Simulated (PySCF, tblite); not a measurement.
**C₇H₈BCl: geometry, infrared bands and NMR shifts**

Aim: predict the infrared bands and NMR shifts of C₇H₈BCl (`ClB[C@H]1[C@H]2C=C[C@@H]1C=C2`).

Programs: tblite 0.8.0 and PySCF 2.14.0, with density-fitted response routines of our own. Each step states its level of theory. These are calculated values for one molecule in the gas phase, unless marked as measured. Atoms count from 0, in the outputs and in this text.

### 1 The starting structure

17 atoms, charge 0, multiplicity 1; geometry from: force field or distance geometry start.

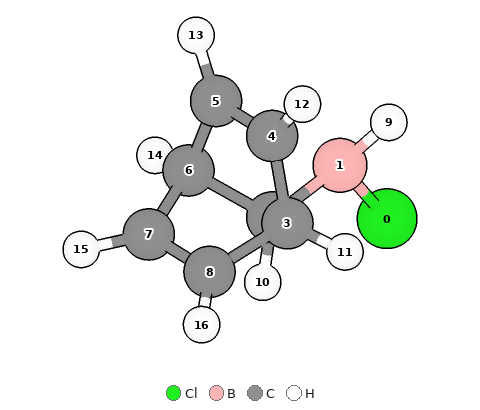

The starting geometry (chlorine green, boron pink, carbon grey, hydrogen white), atoms numbered.

### 2 Optimising the geometry with GFN2-xTB

The job: settings as JSON, then the geometry in Å.

```
{"job": {"kind": "relax", "xc": "GFN2-xTB", "basis": "xTB"}, "charge": 0, "multiplicity": 1}
Cl     3.274900    -0.526000    -1.743700
B      1.591800     0.231000    -1.392500
C      0.814600    -0.389200    -0.192100
C      0.295400     0.637600     0.816500
C     -0.733600     1.311900     0.024400
C     -1.234700     0.446200    -0.870400
C     -0.607500    -0.845900    -0.543800
C     -1.048000    -1.151400     0.869800
C     -0.418400    -0.320700     1.718500
H      1.549000     1.400900    -1.597900
H      1.360500    -1.142600     0.388700
H      1.034600     1.233700     1.285100
H     -1.038000     2.363800     0.141500
H     -1.943500     0.661200    -1.668300
H     -0.680500    -1.626500    -1.244100
H     -1.768700    -1.919900     1.190800
H     -0.454800    -0.352200     2.807600
```

The run is started by

```console
OMP_NUM_THREADS=1 python probes_run.py task.json out
```

This one command runs all jobs of the session in turn.

The program printed:

```text
step      E/eV     max force
  0    -674.35397    2.975
  1    -674.74941    2.296
  2    -674.94449    1.156
  3    -675.01600    1.094
  4    -675.06672    0.812
  5    -675.10581    0.338
  6    -675.12370    0.341
  7    -675.13758    0.379
  8    -675.14720    0.411
  9    -675.15844    0.333
 10    -675.17028    0.276
 11    -675.17971    0.194
 12    -675.18572    0.185
 13    -675.19082    0.154
 14    -675.19463    0.167
 15    -675.19777    0.136
 16    -675.20045    0.119
 17    -675.20274    0.112
 18    -675.20470    0.112
 19    -675.20633    0.092
 20    -675.20754    0.070
 21    -675.20841    0.073
 22    -675.20915    0.066
 23    -675.21002    0.088
 24    -675.21109    0.087
 25    -675.21226    0.091
 26    -675.21339    0.099
 27    -675.21451    0.080
 28    -675.21568    0.094
 29    -675.21679    0.102
 30    -675.21761    0.074
 31    -675.21815    0.057
 32    -675.21852    0.048
 33    -675.21878    0.038
 34    -675.21893    0.024
 35    -675.21901    0.020
 36    -675.21909    0.022
 37    -675.21916    0.021
 38    -675.21922    0.017
 39    -675.21925    0.014
 40    -675.21928    0.015
 41    -675.21931    0.014
 42    -675.21933    0.011
 43    -675.21935    0.010
 44    -675.21937    0.011
 45    -675.21939    0.014
 46    -675.21942    0.014
 47    -675.21945    0.013
 48    -675.21948    0.013
 49    -675.21952    0.015
 50    -675.21957    0.017
 51    -675.21962    0.018
 52    -675.21968    0.019
 53    -675.21977    0.028
 54    -675.21992    0.037
 55    -675.22013    0.038
 56    -675.22040    0.044
 57    -675.22069    0.046
 58    -675.22098    0.048
 59    -675.22134    0.048
 60    -675.22172    0.043
 61    -675.22199    0.064
 62    -675.22203    0.082
 63    -675.22263    0.056
 64    -675.22318    0.055
 65    -675.22429    0.116
 66    -675.22530    0.080
 67    -675.22541    0.253
 68    -675.22739    0.061
 69    -675.22804    0.049
 70    -675.22857    0.155
 71    -675.22926    0.068
 72    -675.22971    0.056
 73    -675.23067    0.210
 74    -675.23199    0.076
 75    -675.23275    0.064
 76    -675.23001    0.364
 77    -675.23452    0.073
 78    -675.23518    0.073
 79    -675.23613    0.133
 80    -675.23690    0.096
 81    -675.24144    0.156
 82    -675.24287    0.181
 83    -675.24374    0.217
 84    -675.24568    0.065
 85    -675.24670    0.064
 86    -675.24561    0.345
 87    -675.24919    0.043
 88    -675.24997    0.050
 89    -675.25081    0.164
 90    -675.25157    0.079
 91    -675.25207    0.063
 92    -675.25305    0.069
 93    -675.25326    0.057
 94    -675.25350    0.043
 95    -675.25375    0.031
 96    -675.25400    0.040
 97    -675.25421    0.057
 98    -675.25443    0.048
 99    -675.25477    0.045
100    -675.25524    0.064
101    -675.25583    0.058
102    -675.25639    0.063
103    -675.25684    0.048
104    -675.25729    0.057
105    -675.25803    0.051
106    -675.25868    0.063
107    -675.25923    0.066
108    -675.25962    0.082
109    -675.26021    0.060
110    -675.26107    0.049
111    -675.26148    0.054
112    -675.26204    0.061
113    -675.26260    0.063
114    -675.26318    0.089
115    -675.26383    0.100
116    -675.26431    0.058
117    -675.26463    0.040
118    -675.26478    0.056
119    -675.26494    0.032
120    -675.26510    0.027
121    -675.26518    0.023
122    -675.26527    0.031
123    -675.26541    0.032
124    -675.26559    0.045
125    -675.26569    0.031
126    -675.26580    0.031
127    -675.26596    0.027
128    -675.26611    0.023
129    -675.26629    0.027
130    -675.26640    0.037
131    -675.26653    0.023
132    -675.26658    0.017
133    -675.26662    0.011
134    -675.26663    0.007
```

It took 3.4 s on 1 thread of Intel Xeon at 2.50GHz, shared host; peak memory 0.18 GiB.

Relaxation path: (not every step is listed)

| step | energy from step 0 (eV) | largest force (eV/Å) |
| --- | --- | --- |
| 0 | 0.0000 | 2.9754 |
| 1 | -0.3954 | 2.2956 |
| 2 | -0.5905 | 1.1558 |
| 3 | -0.6620 | 1.0935 |
| 4 | -0.7128 | 0.8118 |
| 5 | -0.7518 | 0.3377 |
| 6 | -0.7697 | 0.3413 |
| 7 | -0.7836 | 0.3793 |
| 8 | -0.7932 | 0.4114 |
| 20 | -0.8536 | 0.0701 |
| 32 | -0.8646 | 0.0485 |
| 44 | -0.8654 | 0.0114 |
| 56 | -0.8664 | 0.0445 |
| 68 | -0.8734 | 0.0608 |
| 80 | -0.8829 | 0.0962 |
| 92 | -0.8991 | 0.0687 |
| 104 | -0.9033 | 0.0574 |
| 116 | -0.9103 | 0.0577 |
| 128 | -0.9121 | 0.0232 |
| 129 | -0.9123 | 0.0266 |
| 130 | -0.9124 | 0.0372 |
| 131 | -0.9126 | 0.0234 |
| 132 | -0.9126 | 0.0175 |
| 133 | -0.9126 | 0.0108 |
| 134 | -0.9127 | 0.0073 |

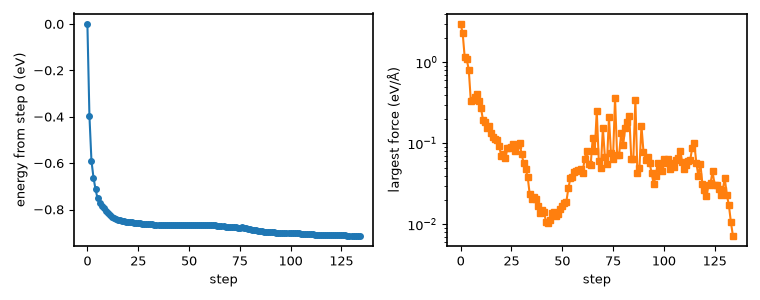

Energy and largest force along the relaxation.

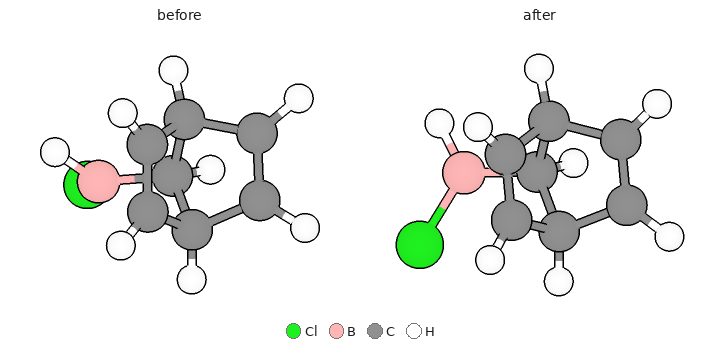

The geometry before (left) and after (right).

Close pairs (by a distance rule), those that changed most:

| bond | before (Å) | after (Å) | change (Å) |
| --- | --- | --- | --- |
| Cl0–B1 | 1.879 | 1.689 | -0.190 |
| C3–C4 | 1.463 | 1.523 | +0.060 |
| C5–C6 | 1.473 | 1.522 | +0.049 |
| C6–H14 | 1.051 | 1.086 | +0.035 |
| C7–H15 | 1.101 | 1.073 | -0.028 |
| C4–H12 | 1.101 | 1.073 | -0.028 |
| C3–H11 | 1.059 | 1.086 | +0.027 |
| C2–C3 | 1.530 | 1.555 | +0.025 |

The next job starts from the end point, and lists it.

### 3 Harmonic vibrations with GFN2-xTB

The job: settings as JSON, then the geometry in Å.

```
{"job": {"kind": "ir", "xc": "GFN2-xTB", "basis": "xTB"}, "charge": 0, "multiplicity": 1}
Cl     1.618586    -0.114334    -2.808308
B      1.841364     0.300923    -1.186659
C      0.924039    -0.315833    -0.053615
C      0.228935     0.706730     0.889010
C     -0.743343     1.313365    -0.113751
C     -1.142461     0.335788    -0.913208
C     -0.438668    -0.934380    -0.457230
C     -0.999436    -1.229416     0.925435
C     -0.600930    -0.253195     1.726770
H      2.715407     1.038892    -0.918094
H      1.516579    -1.025306     0.539008
H      0.859781     1.405070     1.430846
H     -1.049001     2.342071    -0.096147
H     -1.850218     0.365589    -1.719431
H     -0.434165    -1.758901    -1.163999
H     -1.629952    -2.069700     1.144883
H     -0.823515    -0.095331     2.764579
```

The program printed:

```text
mode    cm-1     km/mol
  1      29.9      0.23
  2     113.8      0.55
  3     175.3      1.48
  4     294.8      0.52
  5     425.6      0.06
  6     427.6      0.00
  7     517.4      1.39
  8     565.3      9.33
  9     644.2     26.87
 10     694.8      1.01
 11     739.8     11.87
 12     772.3     31.70
 13     788.3     14.17
 14     811.1     15.56
 15     826.1      0.06
 16     829.6      0.04
 17     839.4      1.23
 18     886.8     13.37
 19     934.2      2.65
 20     974.3      0.40
 21     978.0      1.39
 22     988.3      0.30
 23    1006.3      1.48
 24    1032.0      2.68
 25    1060.5      0.78
 26    1093.4    154.16
 27    1116.5      0.73
 28    1143.4     45.94
 29    1173.2      6.09
 30    1188.7      4.33
 31    1204.6      1.08
 32    1215.0      2.71
 33    1243.9      1.24
 34    1254.8     12.66
 35    1267.9      3.65
 36    1634.3     12.26
 37    1668.5      1.11
 38    2592.5     90.06
 39    2892.1     40.29
 40    3024.8     34.29
 41    3027.4     56.12
 42    3136.8      1.41
 43    3138.6     34.47
 44    3154.1     56.26
 45    3155.6     38.40
```

Wall time 2.1 s (1 thread of Intel Xeon at 2.50GHz, shared host); peak memory 0.18 GiB.

Which atoms move in the most intense modes:

| cm⁻¹ | km/mol | atoms |
| --- | --- | --- |
| 1093 | 154.2 | H9 35 %, B1 34 %, H10 14 % |
| 1143 | 45.9 | C2 24 %, H10 22 %, C6 12 %, C3 10 % |
| 2592 | 90.1 | H9 92 % |
| 2892 | 40.3 | H10 93 % |
| 3027 | 56.1 | H14 88 % |
| 3139 | 34.5 | H15 34 %, H16 30 %, H12 16 %, H13 12 % |
| 3154 | 56.3 | H13 36 %, H12 28 %, H16 14 %, H15 12 % |
| 3156 | 38.4 | H16 34 %, H15 31 %, H13 15 %, H12 12 % |

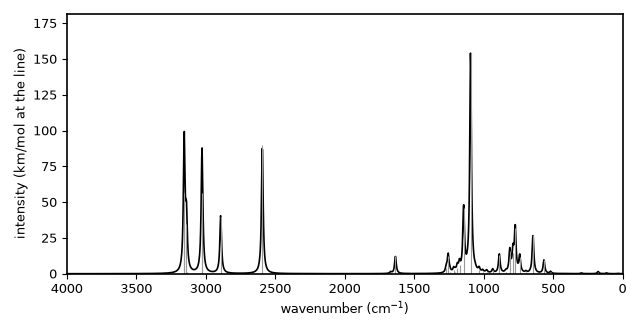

The infrared spectrum from these modes, unscaled. Lines are broadened to a width of 14 cm⁻¹ (Lorentzian).

### 4 Nuclear shieldings: PBE0/pcSseg-1

Same as in step 3 but for these lines:

```diff
@@ -1,2 +1,2 @@
-{"job": {"kind": "ir", "xc": "GFN2-xTB", "basis": "xTB"}, "charge": 0, "multiplicity": 1}
+{"job": {"kind": "nmr", "xc": "PBE0", "basis": "pcSseg-1"}, "charge": 0, "multiplicity": 1}
 Cl     1.618586    -0.114334    -2.808308
```

Method: GIAO PBE0/pcSseg-1 NMR shielding, non-relativistic, gas phase.

The program printed:

```text
coarse grid: 15272 points
cycle   1  E = -755.8964597343  dE =  1.583e+00  |g| = 3.964e-01  |ddm| = 3.838e+00
cycle   2  E = -755.8901013455  dE =  6.358e-03  |g| = 4.484e-01  |ddm| = 9.523e-01
cycle   3  E = -755.9397621020  dE = -4.966e-02  |g| = 5.488e-02  |ddm| = 5.426e-01
cycle   4  E = -755.9402825358  dE = -5.204e-04  |g| = 2.483e-02  |ddm| = 8.256e-02
cycle   5  E = -755.9404015728  dE = -1.190e-04  |g| = 9.730e-03  |ddm| = 2.914e-02
cycle   6  E = -755.9404208940  dE = -1.932e-05  |g| = 4.435e-03  |ddm| = 1.178e-02
cycle   7  E = -755.9404257574  dE = -4.863e-06  |g| = 6.802e-04  |ddm| = 4.426e-03
final grid: 144392 points
cycle   8  E = -755.9933247038  dE = -4.605e-05  |g| = 8.235e-03  |ddm| = 4.860e-02
cycle   9  E = -755.9933147086  dE =  9.995e-06  |g| = 1.050e-02  |ddm| = 2.118e-02
cycle  10  E = -755.9933418989  dE = -2.719e-05  |g| = 9.344e-04  |ddm| = 1.221e-02
cycle  11  E = -755.9933420356  dE = -1.367e-07  |g| = 4.276e-04  |ddm| = 1.207e-03
cycle  12  E = -755.9933420777  dE = -4.214e-08  |g| = 1.312e-04  |ddm| = 4.587e-04
cycle  13  E = -755.9933420818  dE = -4.036e-09  |g| = 3.708e-05  |ddm| = 1.493e-04
cycle  14  E = -755.9933420821  dE = -3.347e-10  |g| = 7.564e-06  |ddm| = 4.317e-05
converged SCF energy = -755.9933420821

GIAO shielding tensors (ppm)
atom      isotropic    diamagn.    paramagn.     s11        s22        s33       span
  0 Cl     629.017    1147.725    -518.708    288.744    546.727   1051.581    762.837
  1 B       29.642     188.641    -158.999    -28.504      7.624    109.808    138.312
  2 C       84.963     246.571    -161.608     62.204     86.414    106.271     44.067
  3 C      131.498     245.436    -113.938    120.378    127.476    146.641     26.263
  4 C       34.724     252.581    -217.857    -94.276     46.243    152.205    246.481
  5 C       26.222     252.706    -226.484   -109.751     34.765    153.651    263.402
  6 C      131.181     246.053    -114.872    114.409    132.790    146.343     31.934
  7 C       31.728     252.084    -220.356   -100.790     43.908    152.067    252.857
  8 C       29.631     252.362    -222.731   -100.855     40.691    149.057    249.912
  9 H       25.058      27.671      -2.613     23.279     24.614     27.280      4.002
 10 H       28.985      30.543      -1.558     26.197     27.636     33.121      6.924
 11 H       27.744      31.866      -4.121     25.114     26.087     32.032      6.918
 12 H       24.845      31.476      -6.631     22.525     25.149     26.861      4.336
 13 H       24.231      31.640      -7.410     20.853     25.451     26.387      5.534
 14 H       27.680      32.220      -4.539     24.082     27.866     31.093      7.010
 15 H       24.413      30.999      -6.587     22.200     24.462     26.576      4.376
 16 H       24.310      30.989      -6.679     22.048     24.534     26.350      4.302
```

It took 2 min on 1 thread of Intel Xeon at 2.50GHz, shared host; peak memory 0.89 GiB.

The references, computed at this level on geometries of the same kind, shield at (ppm): 1H TMS 31.72, 13C TMS 186.9, 11B BF3·OEt2 100.1, 35Cl HCl 950. Their shielding less the atom's gives the shift. The references are single molecules in the gas phase. Atoms listed in one row are averaged.

| atoms | environment | σ (ppm) | δ (ppm) | δ scaled to CDCl3 |
| --- | --- | --- | --- | --- |
| C4, C5 | alkene CH | 30.5 | 156.5 | 150.8 |
| C7, C8 | alkene CH | 30.7 | 156.2 | 150.6 |
| C2 | sp3 CH bonded to B | 85.0 | 102.0 | 97.6 |
| C3, C6 | allylic sp3 CH | 131.3 | 55.6 | 52.3 |
| H15, H16 | hydrogen on an alkene CH | 24.36 | 7.36 | 7.04 |
| H12, H13 | hydrogen on an alkene CH | 24.54 | 7.18 | 6.87 |
| H9 | hydrogen on a boron bonded to C, Cl | 25.06 | 6.66 | – |
| H11, H14 | hydrogen on an allylic sp3 CH | 27.71 | 4.00 | 3.88 |
| H10 | hydrogen on an sp3 CH bonded to B | 28.98 | 2.73 | 2.68 |
| Cl0 | chlorine bonded to B | 629 | 321 | – |
| B1 | boron bonded to C, Cl, H | 29.6 | 70.4 | – |

The scaled column applies a straight-line fit of computed shieldings to shifts measured in CDCl3, with any fitted terms for Cl, Br or S neighbours (root-mean-square error 0.16 ppm for H, 1.9 ppm for C).

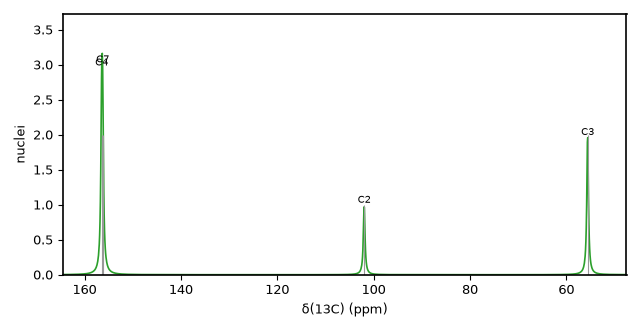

13C lines at the computed shifts, without couplings. Lines are broadened to a width of 0.40 ppm (Lorentzian).

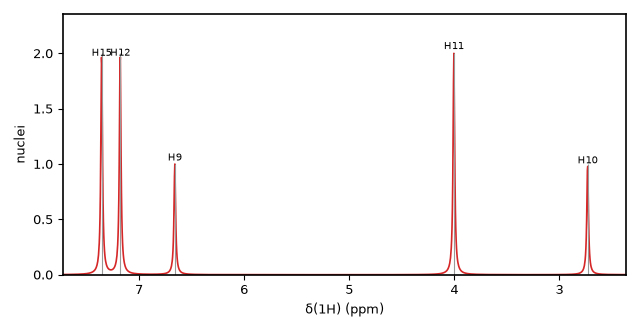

1H lines at the computed shifts, without couplings. Lines are broadened to a width of 0.02 ppm (Lorentzian).

The run also stored atomic charges by several schemes (e):

| atoms | Mulliken | IAO | Hirshfeld | ESP fit |
| --- | --- | --- | --- | --- |
| Cl0 | -0.17 | -0.02 | -0.03 | -0.13 |
| B1 | 0.37 | 0.09 | 0.15 | 0.24 |
| C2 | -0.28 | -0.23 | -0.09 | -0.33 |
| C3, C6 | -0.25 | -0.13 | -0.03 | 0.22 |
| C4, C5 | -0.03 | -0.16 | -0.05 | -0.20 |
| C7, C8 | -0.01 | -0.17 | -0.06 | -0.30 |

Mulliken charges:

Cl0 -0.17; B1 0.37; C2 -0.28; C3 -0.25; C4 -0.04; C5 -0.03; C6 -0.25; C7 -0.01; C8 -0.01; H9 0.03; H10 0.14; H11 0.10; H12 0.08; H13 0.08; H14 0.10; H15 0.08; H16 0.08

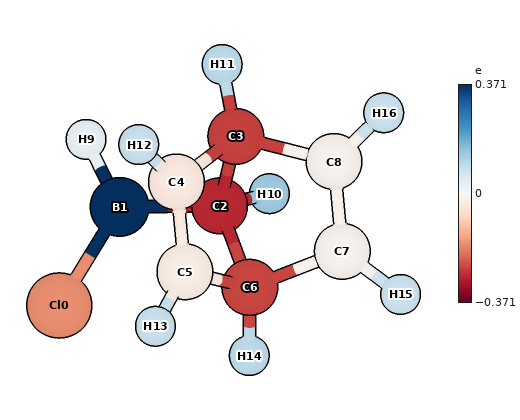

Mulliken charges, as colours on the atoms.

Mayer bond orders: Cl0–B1 1.21, B1–C2 0.96, C2–C3 0.94, C3–C4 0.96, C4–C5 1.85, C5–C6 0.96, C6–C7 0.97, C7–C8 1.86, C6–C2 0.94, C8–C3 0.97.

Ring of atoms C2, C3, C4, C5, C6: NICS(0) -0.8, NICS(1) -2.7, NICS(1)zz -5.6 ppm (means of both faces).

Ring of atoms C2, C3, C6, C7, C8: NICS(0) -0.5, NICS(1) -2.4, NICS(1)zz -3.7 ppm (means of both faces).

Orbitals, density, ELF and potential are computed afterwards from the orbital file.

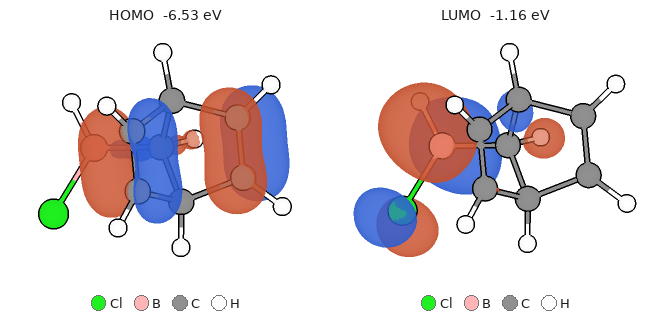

PBE0/pcSseg-1 orbitals near the gap, drawn at the value that encloses 70 % of each; the two colours are the two signs.

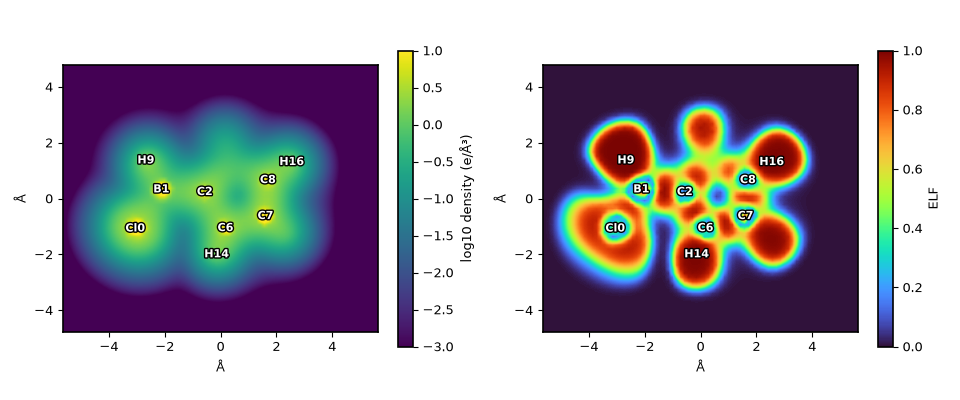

Density (left) and ELF (right) in a plane through or near 9 of the atoms.

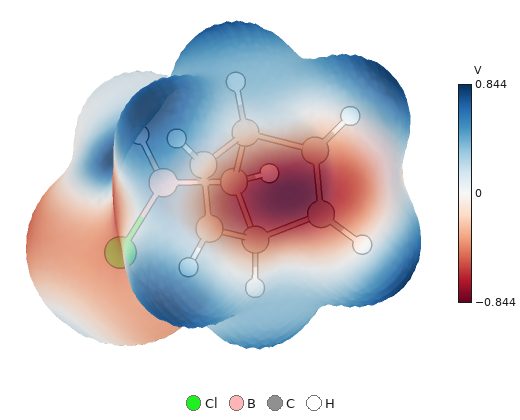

Electrostatic potential on the surface of density 0.002 e/bohr³; red is low, blue high. It runs from -0.69 V near C7 to 0.84 V near B1.

### 5 Results

| quantity | value |
| --- | --- |
| strongest single infrared mode (GFN2-xTB) | 1093 cm⁻¹, 154 km/mol |
| zero-point energy (GFN2-xTB) | 81.0 kcal/mol |
| 13C shifts against TMS (PBE0/pcSseg-1, means over atoms taken as alike) | 156.5, 156.2, 102.0, 55.6 ppm |
| 1H shifts against TMS (PBE0/pcSseg-1, means over atoms taken as alike) | 7.36, 7.18, 6.66, 4.00, 2.73 ppm |
| 35Cl shifts against HCl (PBE0/pcSseg-1) | 321 ppm |
| 11B shifts against BF3·OEt2 (PBE0/pcSseg-1) | 70.4 ppm |
| surface potential, least and greatest | -0.69 V and 0.84 V |

Over 134 steps the energy fell by 0.913 eV; of the close pairs, Cl0–B1 changed most, 1.879 to 1.689 Å. No mode is imaginary among the 45: a minimum at this level. The strongest single mode, at 1093 cm⁻¹, is carried by H9, B1, H10. GFN2-xTB is a fitted tight-binding method: band positions and strengths are rough. Its intensities can rank the bands wrongly. At PBE0/pcSseg-1: The widest tensor belongs to Cl0: span 763 ppm, with a paramagnetic part of -519 ppm. By nearest atom (PBE0/pcSseg-1), the HOMO sits on 4 C atoms about 20 % each and the LUMO on B1 54 %; Cl0 15 %.
